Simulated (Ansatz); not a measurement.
Cr₄N (space group I4/mmm, No. 139). Coordinates: coordinates from a relaxation with DFT PBE, scalar-relativistic, plane waves, PAW in Ansatz; the starting structure was generated, so it need not be a known form of this composition.

```
CELL_PARAMETERS angstrom
4.79699 0.00000 0.00000
0.00000 4.79699 0.00000
0.00000 0.00000 4.86088
ATOMIC_POSITIONS crystal
Cr 0.25000 0.25000 0.75000
Cr 0.25000 0.25000 0.25000
Cr 0.25000 0.75000 0.25000
Cr 0.75000 0.25000 0.25000
N 0.00000 0.00000 0.00000
Cr 0.75000 0.75000 0.25000
Cr 0.75000 0.75000 0.75000
Cr 0.75000 0.25000 0.75000
Cr 0.25000 0.75000 0.75000
N 0.50000 0.50000 0.50000
```

Bonds are taken as Cr–Cr below 2.7 Å and Cr–N below 2.3 Å. The graph is simplified in the usual way: terminal and isolated atoms are pruned, two-connected atoms become edges.

What net does this leave?

The result is a binodal (8,8)-connected, three-periodic net: Cr is an 8-connected node; N is an 8-connected node, in the ratio 4:1. It is a single net, without interpenetration.

```tsv
node	links	point symbol	coordination sequence
Cr	8	3^6.4^12.5^6.6^4	8 26 62 116 182
N	8	3^12.4^12.5^4	8 32 62 140 158
```

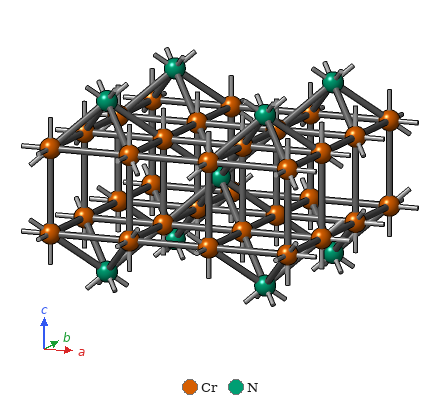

Nodes are coloured by element. Short stubs are edges that leave the cut-out.
